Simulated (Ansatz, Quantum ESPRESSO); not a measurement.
# Predicting the next point of a tunnelling series: vacuum gaps between two Na(100) faces

Method. Quantum ESPRESSO 7.5 (pw.x, pwcond.x), PBE, GBRV ultrasoft; geometry as built. T is the transmission per spin at the Fermi level, averaged over the mesh across the current, in a cell of 17.64 Å². The series steps the width of the vacuum gap.

```
width (Å)       T
        5   0.339
        6   0.131
        7  0.0338
        8  0.0083
```

To predict: What is T at 9 Å?

**Worked estimate.** In the tunnelling regime ln T falls linearly. The last two rows give a slope of ln(0.0338/0.0083)/(8 − 7) = 1.404 per Å, so T(9) ≈ 0.0083 × exp(−1.404 × 1) = 0.00204.

**The withheld run.** T = 0.00196; the estimate is 1.04 times that. The slope over the last interval is 1.446: the same within 8 %. Points of the mesh with over 2.5 times the mean carry 65 % of this T, so the value leans on the mesh. A second code, Ansatz 0.2.0, gives 0.00186.

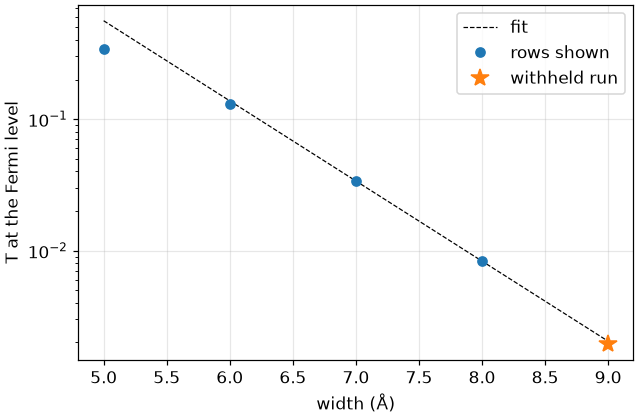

The rows shown, the fit and the withheld run.

Caveats: Short leads, unrelaxed atoms, a barrier without the image potential and an untested mesh.

[Logs are printed without paths, hosts, clocks, repeated set-up lines and the standing remarks that a program may print on its own settings, such as how far it seeks lower states.]
